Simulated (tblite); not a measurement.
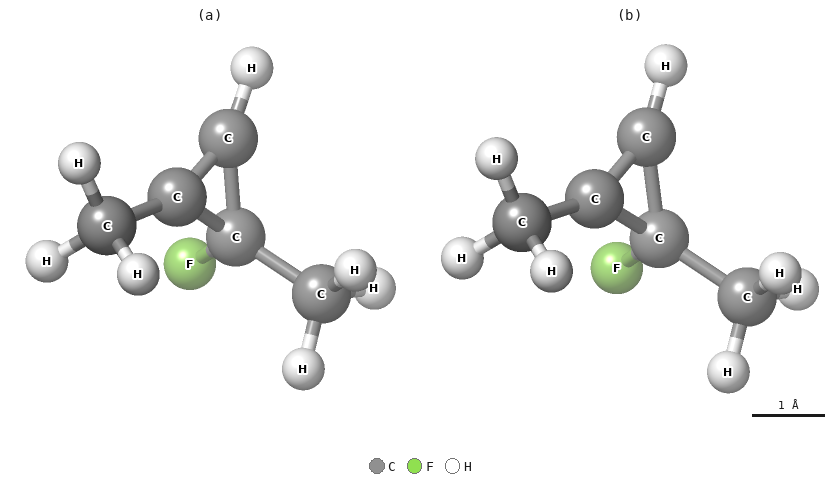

The structure of C₅H₇F before (left) and after (right) a relaxation, at one scale.

Style: ball-and-stick. Shown from a free direction.

These are results of GFN2-xTB geometry optimisation, gas phase (tblite 0.8.0), not measurements. 

> Describe what moved and what it gained.

The largest moves after the best rigid fit, 0.12 Å, are those of H atoms. By element the largest moves are H 0.12 Å, F 0.11 Å, C 0.10 Å. Among the contacts that change: C–C 1.430 → 1.484 Å, C–C 1.281 → 1.312 Å, C–C 1.488 → 1.506 Å, C–H 1.100 → 1.089 Å. Among the angles between lasting bonds that change: C–C–F 115.1° → 109.8°, C–C–C 120.8° → 125.7°, C–C–C 156.0° → 151.6°. The energy falls by 0.228 eV in 39 geometry steps.
